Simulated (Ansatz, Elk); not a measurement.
# How far do independent atoms describe Hf4MgRu?

Structure refinements treat a crystal as free atoms side by side. For a made-up structure of Hf4MgRu (cell and positions from a r2SCAN relaxation) the runs below show what the calculated density changes in F(hkl).

Program: Elk 11.2.3 (patched build). Level of theory: DFT, PBE, all-electron APW+lo, Dirac cores, scalar-relativistic bands, static density, no spin. Results are calculated unless marked as measured.

The structure was built from a prototype and need not be the compound's stable phase.

## Step 1: The structure

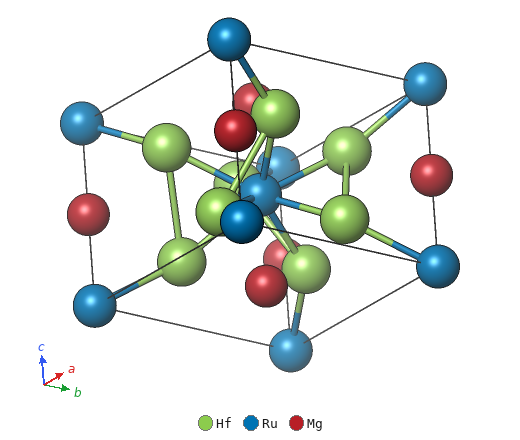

Start, viewed from a free direction; hafnium green, ruthenium blue, magnesium red. This picture shows the conventional cell, with its axes. Some periodic images of atoms are drawn too.

## Step 2: Ground state and structure factors

An all-electron density is needed, since X-rays see the cores too. Task 0 finds the density and task 195 Fourier-transforms it; tshift is off so that phases refer to the origin typed.

Contents of elk.in:

```
tasks
  0
  195

xctype
  20

spinpol
  .false.

rgkmax
  7.0

gmaxvr
  14.0

lmaxo
  7

lmaxapw
  8

swidth
  0.002

tshift
  .false.

ramdisk
  .false.

hmaxvr
  5.5

maxscl
  120

epspot
  1e-06

sppath
  './'

avec
  -6.32763699852 6.32763699852 5.09179448254
  6.32763699852 -6.32763699852 5.09179448254
  6.32763699852 6.32763699852 -5.09179448254

atoms
  3
  'Hf.in'
  4
  0.9102830654 0.0897169346 0.5000000000   0.000000 0.000000 0.000000
  0.5897169346 0.4102830654 0.5000000000   0.000000 0.000000 0.000000
  0.0897169346 0.5897169346 0.1794338693   0.000000 0.000000 0.000000
  0.4102830654 0.9102830654 0.8205661307   0.000000 0.000000 0.000000
  'Ru.in'
  1
  -0.0000000000 0.0000000000 0.0000000000   0.000000 0.000000 0.000000
  'Mg.in'
  1
  0.5000000000 0.5000000000 0.0000000000   0.000000 0.000000 0.000000

ngridk
  5 5 5
```

Command:

```bash
$ OMP_NUM_THREADS=4 elk
```

Numbers of over 12 decimals in the logs are rounded to 6 here.

The program printed:

```text
┌─────────────────────────┐
│ Elk code version 11.2.3 │
└─────────────────────────┘

All units are atomic (Hartree, Bohr, etc.)

┌─────────────────────────────────────────────────┐
│ Ground-state run starting from atomic densities │
└─────────────────────────────────────────────────┘

Lattice vectors :
  -6.327636999       6.327636999       5.091794483
   6.327636999      -6.327636999       5.091794483
   6.327636999       6.327636999      -5.091794483

Reciprocal lattice vectors :
 -0.7293002401E-17  0.4964874967      0.6169912522
  0.4964874967     -0.7293002401E-17  0.6169912522
  0.4964874967      0.4964874967      0.7963437037E-17

Unit cell volume      :    815.4812332
Brillouin zone volume :   0.3041764830

Muffin-tin inner radius fraction :   0.1000000000E-01

Nuclei treated as point charges

Species : 1 (Hf)
 parameters loaded from : Hf.in
 name : hafnium
 nuclear charge    :   -72.00000000
 electronic charge :    72.00000000
 atomic mass :    325367.3659
 muffin-tin radius :    2.770197842
 number of radial points in muffin-tin :   1393
 inner part over the whole radius :   0.9972939579E-02
 number on inner part of muffin-tin    :    999
 approximate nuclear radius :   0.1000320365E-03
 number of mesh points to nuclear radius :    518
 atomic positions (lattice), magnetic fields (Cartesian) :
  1 :   0.91028307  0.08971693  0.50000000    0.00000000  0.00000000  0.00000000
  2 :   0.58971693  0.41028307  0.50000000    0.00000000  0.00000000  0.00000000
  3 :   0.08971693  0.58971693  0.17943387    0.00000000  0.00000000  0.00000000
  4 :   0.41028307  0.91028307  0.82056613    0.00000000  0.00000000  0.00000000

Species : 2 (Ru)
 parameters loaded from : Ru.in
 name : ruthenium
 nuclear charge    :   -44.00000000
 electronic charge :    44.00000000
 atomic mass :    184239.3393
 muffin-tin radius :    2.572326568
 number of radial points in muffin-tin :   1193
 inner part over the whole radius :   0.9994749242E-02
 number on inner part of muffin-tin    :    849
 approximate nuclear radius :   0.8462081736E-04
 number of mesh points to nuclear radius :    422
 atomic positions (lattice), magnetic fields (Cartesian) :
  1 :   0.00000000  0.00000000  0.00000000    0.00000000  0.00000000  0.00000000

Species : 3 (Mg)
 parameters loaded from : Mg.in
 name : magnesium
 nuclear charge    :   -12.00000000
 electronic charge :    12.00000000
 atomic mass :    44305.30466
 muffin-tin radius :    2.200000000
 number of radial points in muffin-tin :    793
 inner part over the whole radius :   0.9941530515E-02
 number on inner part of muffin-tin    :    552
 approximate nuclear radius :   0.5710277704E-04
 number of mesh points to nuclear radius :    241
 atomic positions (lattice), magnetic fields (Cartesian) :
  1 :   0.50000000  0.50000000  0.00000000    0.00000000  0.00000000  0.00000000

Total number of atoms per unit cell :    6
Total muffin-tin volume :    472.0879012
 ratio of muffin-tin to unit cell volume :   0.5789071311

Spin treatment :
 spin-unpolarised

Number of Bravais lattice symmetries :   16
Number of crystal symmetries         :    8
Crystal has no inversion symmetry
Complex Hermitian eigensolver will be used

k-point grid :      5     5     5
k-point offset :    0.000000000       0.000000000       0.000000000
k-point set is reduced with full crystal symmetry group
Total number of k-points :       20

Muffin-tin radius times maximum |G+k| :    7.000000000
 using average radius
Maximum |G+k| for APW functions       :    2.649321109
Maximum (1/2)|G+k|²                   :    3.509451170
Maximum |G| for potential and density :    14.00000000
Constant for pseudocharge density :   10
 order of it for each species :   17  17  17
 order of it for pair densities of each species (exact exchange by exxq0 0: 18) :   11   9   5
Radial integration step length :    1

G-vector grid sizes :     48    48    48
Number of G-vectors :    37667

Maximum angular momentum used for
 APW functions            :    8
[...]
Madelung                    :     -80979.667214592
 xc potential                :     -1797.8735344481
 exchange                    :     -1368.8835670520
 correlation                 :     -20.122828167324
 electron entropic           :    -0.30903026965029E-02
 total energy                :     -65125.373492874

Density of states at Fermi energy :    241.7344282
 (states/Hartree/unit cell)

Estimated indirect band gap :   0.5697757216E-03
 from k-point 8 to k-point 2
Estimated direct band gap   :   0.1257640153E-02
 at k-point 13

Charges :
 core                        :    214.0000000
 valence                     :    130.0000000
 interstitial                :    9.484370997
 muffin-tins (core leakage)
  species : 1 (Hf)
[...]
species : 2 (Ru)
[...]
species : 3 (Mg)
[...]
total in muffin-tins        :    334.5156290
 total calculated charge     :    343.9999619
 total charge                :    344.0000000
 error                       :   0.3805219848E-04

RMS change in Kohn-Sham potential (target) :   0.3147243204     (  0.1000000000E-05)
Absolute change in total energy (target)   :   0.8142218354     (  0.1000000000E-03)

[... loops 3 to 16 left out ...]

┌──────────────────┐
│ Loop number : 17 │
└──────────────────┘

Energies :
 Fermi                       :     0.302169
 sum of occupied eigenvalues :     -39745.242447314
 electron kinetic            :      72471.732665722
 core electron kinetic       :      70118.685271136
 Coulomb                     :     -136205.20662160
 Coulomb potential           :     -110399.47127778
 nuclear-nuclear             :     -6033.8683472945
 electron-nuclear            :     -150074.15276165
 Hartree                     :      19902.814487348
 Madelung                    :     -81005.470982711
 xc potential                :     -1817.5038352560
 exchange                    :     -1369.8897383730
 correlation                 :     -20.126904637939
 electron entropic           :    -0.30592044536712E-02
 total energy                :     -65123.493658095

Density of states at Fermi energy :    228.4468029
 (states/Hartree/unit cell)

Estimated indirect band gap :   0.1384693220E-02
 from k-point 12 to k-point 11
Estimated direct band gap   :   0.3106405087E-02
 at k-point 11

Charges :
 core                        :    214.0000000
 valence                     :    130.0000000
 interstitial                :    8.996891432
 muffin-tins (core leakage)
  species : 1 (Hf)
[...]
species : 2 (Ru)
[...]
species : 3 (Mg)
[...]
total in muffin-tins        :    335.0031086
 total calculated charge     :    343.9999412
 total charge                :    344.0000000
 error                       :   0.5879104378E-04

RMS change in Kohn-Sham potential (target) :   0.4835300156E-06 (  0.1000000000E-05)
Absolute change in total energy (target)   :   0.4780563177E-04 (  0.1000000000E-03)

Convergence targets achieved

┌──────────────────┐
│ Loop number : 18 │
└──────────────────┘

Energies :
 Fermi                       :     0.302169
 sum of occupied eigenvalues :     -39745.242467909
 electron kinetic            :      72471.732622868
 core electron kinetic       :      70118.685244055
 Coulomb                     :     -136205.20659885
 Coulomb potential           :     -110399.47126091
 nuclear-nuclear             :     -6033.8683472945
 electron-nuclear            :     -150074.15273413
 Hartree                     :      19902.814482581
 Madelung                    :     -81005.470968389
 xc potential                :     -1817.5038298651
 exchange                    :     -1369.8897375022
 correlation                 :     -20.126904628263
 electron entropic           :    -0.30592048989812E-02
 total energy                :     -65123.493677312

Density of states at Fermi energy :    228.4468321
 (states/Hartree/unit cell)

Estimated indirect band gap :   0.1384686387E-02
 from k-point 12 to k-point 11
Estimated direct band gap   :   0.3106400473E-02
 at k-point 11

Charges :
 core                        :    214.0000000
 valence                     :    130.0000000
 interstitial                :    8.996891198
 muffin-tins (core leakage)
  species : 1 (Hf)
[...]
atom 4                    :    70.29190360     (  0.9917015120E-07)
  species : 2 (Ru)
   atom 1                    :    43.04794802     ( -0.2865856246E-06)
  species : 3 (Mg)
   atom 1                    :    10.78754639     ( -0.9828258696E-07)
 total in muffin-tins        :    335.0031088
 total calculated charge     :    343.9999412
 total charge                :    344.0000000
 error                       :   0.5879088178E-04

┌──────────────────────────────┐
│ Self-consistent loop stopped │
└──────────────────────────────┘

Wrote STATE.OUT
```

The job ended after 49 s (4 threads of INTEL XEON PLATINUM 8581C at 2.10GHz (Emerald Rapids), shared host; peak memory 0.34 GiB; 2.4 min of CPU time).

SFACRHO.OUT:

```text

h k l indices transformed by vhmat matrix:
   1.000000000       0.000000000       0.000000000    
   0.000000000       1.000000000       0.000000000    
   0.000000000       0.000000000       1.000000000    

      h      k      l  multipl.   |H|            Re(F)            Im(F)           |F|

      0      0      0      1   0.0000000       344.00000      0.10094772E-16   344.00000    
      0      0      1      4  0.70213935      -26.021314     -0.33616994E-13   26.021314    
      1      0     -1      8  0.79194573       29.624132     -0.69144763E-07   29.624132    
     -1      1      1      4  0.99297499      -62.808636     -0.42902718E-10   62.808636    
     -1     -1      1      2   1.2339825      -201.93717     -0.12951340E-12   201.93717    
      1     -2      0      8   1.2701092       26.603967      -187.17007       189.05133    
      0     -1     -1      8   1.2701092       26.603967       187.17007       189.05133    
      0      0     -2      4   1.4042787       86.752609     -0.62909744E-13   86.752609    
      2      0     -1      8   1.4197579       110.71442     -0.14701518E-10   110.71442    
     -1      1     -2      8   1.5700313       164.58117     -0.16376460E-10   164.58117    
      2      0     -2      8   1.5838915       140.63010     -0.63803526E-10   140.63010    
     -2      1      2      8   1.6121962       24.322723      0.17497439E-07   24.322723    
      1      1      1      8   1.8694147      -2.4608747     -0.25686512E-13   2.4608747    
      3     -2      0      8   1.8934561       22.794488       23.859532       32.997969    
      2     -3      1      8   1.8934561       22.794488      -23.859532       32.997969    
     -1     -2      2      8   1.9164038       22.723327      0.11640015E-06   22.723327    
     -2      2      2      4   1.9859500      -99.495462      0.15516294E-10   99.495462    
      0      2     -3      8   1.9969254      -77.372584     -0.13767221E-01   77.372586
```

Elk indexes on the primitive cell of elk.in and gives |H| = 4π sin θ/λ in inverse bohr. Below, one row stands for each form hkl of the conventional cell (m members, Friedel mates merged), F is for one primitive cell and the density is static (no thermal factor). Free-atom factors are Waasmaier and Kirfel's, and R is Σm||F|−|F'||/Σm|F|.

```tsv
hkl	m	sin θ/λ (Å⁻¹)	abs F, DFT	neutral atoms	diff.	abs of complex diff.
110	4	0.106	26.021	26.144	-0.123	0.123
101	8	0.119	29.624	29.649	-0.025	0.025
200	4	0.149	62.809	62.899	-0.091	0.091
002	2	0.186	201.937	202.519	-0.582	0.582
211	16	0.191	189.051	189.639	-0.588	0.590
220	4	0.211	86.753	87.284	-0.531	0.531
112	8	0.213	110.714	111.334	-0.620	0.620
310	8	0.236	164.581	165.278	-0.697	0.697
202	8	0.238	140.630	141.191	-0.561	0.561
301	8	0.242	24.323	24.580	-0.257	0.257
222	8	0.281	2.461	2.294	+0.167	0.167
321	16	0.285	32.998	33.146	-0.148	0.173
103	8	0.288	22.723	22.838	-0.115	0.115
400	4	0.299	99.496	99.552	-0.057	0.057
312	16	0.300	77.373	77.427	-0.054	0.056
330	4	0.317	172.270	172.498	-0.228	0.228
411	16	0.322	139.485	139.682	-0.196	0.197
213	16	0.325	161.435	161.659	-0.224	0.225
```

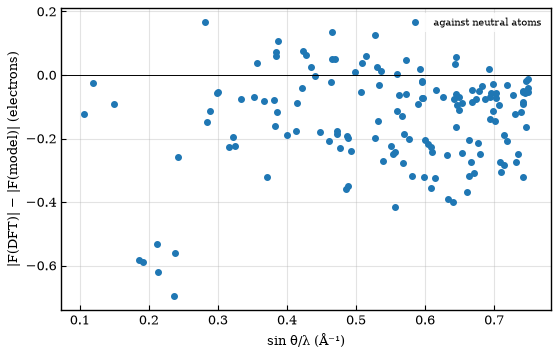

Difference between the calculated structure factors and the independent-atom ones.

## Step 3: The highest occupied states alone

An energy window below the Fermi level keeps the highest occupied states, to see at which angles they scatter; shallow core shells can lie inside it and anion s states outside. No new self-consistency is needed.

elk.in: that of step 2 with these lines changed.

```diff
@@ -1,3 +1,2 @@
 tasks
-  0
   195
@@ -40,2 +39,5 @@
 
+wsfac
+  -0.138820 0.602170
+
 sppath
```

Command:

```bash
$ OMP_NUM_THREADS=4 elk
```

The program printed:

```text
┌─────────────────────────────────┐
│ Elk code version 11.2.3 started │
└─────────────────────────────────┘

Info(readinput): the functional depends on the density's gradient
 muffin-tin radial points multiplied by    2.00000
 (not where nrmtscf is given)

┌────────────────────┐
│ Current task : 195 │
└────────────────────┘
Info(checkmt): changed muffin-tin radius of species 1 (Hf) from   2.8000 to   2.7702
Info(checkmt): changed muffin-tin radius of species 2 (Ru) from   2.6000 to   2.5723

Info(sfacrho): density structure factors written to SFACRHO.OUT

 Energy window :  -0.1388200000      0.6021700000

┌──────────────────┐
│ Elk code stopped │
└──────────────────┘
```

The job ended after 12 s (4 threads; peak memory 0.23 GiB).

States within 12 eV below the Fermi level hold 82.00 electrons; any levels below the window count with the cores. Their amplitudes can exceed the total, where window and core parts have opposite phase:

```tsv
hkl	sin θ/λ (Å⁻¹)	abs F, window	abs F, all
110	0.106	10.758	26.021
101	0.119	4.574	29.624
200	0.149	18.687	62.809
002	0.186	46.298	201.937
211	0.191	37.391	189.051
220	0.211	10.770	86.753
112	0.213	15.401	110.714
310	0.236	25.372	164.581
202	0.238	20.770	140.630
301	0.242	1.621	24.323
```

## Step 4: Another functional

The difference from free atoms is small, so it is set against the change that LDA (Perdew-Wang) makes.

elk.in: that of step 3 with these lines changed.

```diff
@@ -1,2 +1,3 @@
 tasks
+  0
   195
@@ -4,3 +5,3 @@
 xctype
-  20
+  3
 
@@ -39,5 +40,2 @@
 
-wsfac
-  -0.138820 0.602170
-
 sppath
```

Command:

```bash
$ OMP_NUM_THREADS=4 elk
```

The program printed:

```text
┌─────────────────────────┐
│ Elk code version 11.2.3 │
└─────────────────────────┘

All units are atomic (Hartree, Bohr, etc.)

┌─────────────────────────────────────────────────┐
│ Ground-state run starting from atomic densities │
└─────────────────────────────────────────────────┘

Lattice vectors :
  -6.327636999       6.327636999       5.091794483
   6.327636999      -6.327636999       5.091794483
   6.327636999       6.327636999      -5.091794483

Reciprocal lattice vectors :
 -0.7293002401E-17  0.4964874967      0.6169912522
[...]
valence                     :    130.0000000
 interstitial                :    8.860107637
 muffin-tins (core leakage)
  species : 1 (Hf)
[...]
species : 2 (Ru)
   atom 1                    :    43.04421393     ( -0.5236087510E-05)
  species : 3 (Mg)
   atom 1                    :    10.79317161     ( -0.1573064649E-05)
 total in muffin-tins        :    335.1398924
 total calculated charge     :    343.9999521
 total charge                :    344.0000000
 error                       :   0.4791563282E-04

┌──────────────────────────────┐
│ Self-consistent loop stopped │
└──────────────────────────────┘

Wrote STATE.OUT
[key lines of the parts left out:]
total energy                :     -65082.178431943
```

It took 29 s on 4 threads; peak memory 0.24 GiB; 86 s of CPU time.

Against the first run R = 0.01 %; the largest change is -0.062 at 332.

## Step 5: Basis size

A smaller basis shows how fast F responds to it; the change is likely larger than the basis error of the first run, but doesn't show convergence.

elk.in: that of step 4 with these lines changed.

```diff
@@ -5,3 +5,3 @@
 xctype
-  3
+  20
 
@@ -11,3 +11,3 @@
 rgkmax
-  7.0
+  5.5
```

Command:

```bash
$ OMP_NUM_THREADS=4 elk
```

The program printed:

```text
┌─────────────────────────┐
│ Elk code version 11.2.3 │
└─────────────────────────┘

All units are atomic (Hartree, Bohr, etc.)

┌─────────────────────────────────────────────────┐
│ Ground-state run starting from atomic densities │
└─────────────────────────────────────────────────┘

Lattice vectors :
  -6.327636999       6.327636999       5.091794483
   6.327636999      -6.327636999       5.091794483
   6.327636999       6.327636999      -5.091794483

Reciprocal lattice vectors :
 -0.7293002401E-17  0.4964874967      0.6169912522
[...]
valence                     :    130.0000000
 interstitial                :    9.282237760
 muffin-tins (core leakage)
  species : 1 (Hf)
[...]
species : 2 (Ru)
   atom 1                    :    42.95649579     ( -0.2865479622E-06)
  species : 3 (Mg)
   atom 1                    :    10.78535196     ( -0.9828258785E-07)
 total in muffin-tins        :    334.7177622
 total calculated charge     :    343.9998181
 total charge                :    344.0000000
 error                       :   0.1818798377E-03

┌──────────────────────────────┐
│ Self-consistent loop stopped │
└──────────────────────────────┘

Wrote STATE.OUT
[key lines of the parts left out:]
total energy                :     -65123.291778604
```

The job ended after 45 s (4 threads; peak memory 0.33 GiB).

Against the first run R = 0.02 %; the largest change is +0.139 at 004.

## Step 6: Settings against the effect

```tsv
run	R against the first run (%)	R against neutral atoms, low angle (%)	wall time
PBE, rgkmax 7	0.00	0.40	49 s
LDA (Perdew-Wang)	0.01	0.39	29 s
rgkmax 5.5	0.02	0.40	45 s
```

## Step 7: Results

```json
{
 "R against neutral atoms, sin θ/λ < 0.3 Å⁻¹": "0.40 %",
 "R against neutral atoms, 0.3 to 0.75 Å⁻¹": "0.21 %"
}
```

In words: Independent neutral atoms miss the calculated amplitudes by R = 0.40 % below 0.3 Å⁻¹ and 0.21 % from there to 0.75 Å⁻¹; by shells, 0.18 % below 0.15 Å⁻¹ (3 forms), 0.41 % 0.15 to 0.3 (11 forms), 0.12 % 0.3 to 0.45 (24 forms), 0.24 % above 0.45 (111 forms). Bonding, aspherical density and the tables' own atoms all enter these figures, and the runs don't part them. The largest change of an amplitude is -0.70 electrons, at 310. R counts amplitudes alone; phases shift too. The window's part falls from 82.0 electrons at the origin to at most 23.51 between 0.45 and 0.75 Å⁻¹, where compact states inside the window still scatter. The window holds more than the 26 outer electrons of the free atoms, so shallow core shells lie inside it. Below 0.3 Å⁻¹ the changes that finished (LDA (Perdew-Wang) and rgkmax 5.5) move F by R = 0.03 % at most, against the 0.40 % that separates it from free atoms. The k-mesh has no finished test. These runs have no spin, though d or f shells may be open. Spin-orbit coupling is left out, which can matter for elements this heavy. Part of the difference isn't bonding: the tables are fits to free atoms and ions calculated by other methods than this functional. Thermal motion, anomalous dispersion and extinction are left out.

[Logs are printed without paths, hosts, clocks, repeated set-up lines and the standing remarks that a program may print on its own settings, such as how far it seeks lower states.]

[Hosts, paths, dates, database ids (printed as entryN), source tags and the programs' standing remarks are cut or masked in the printed files.]
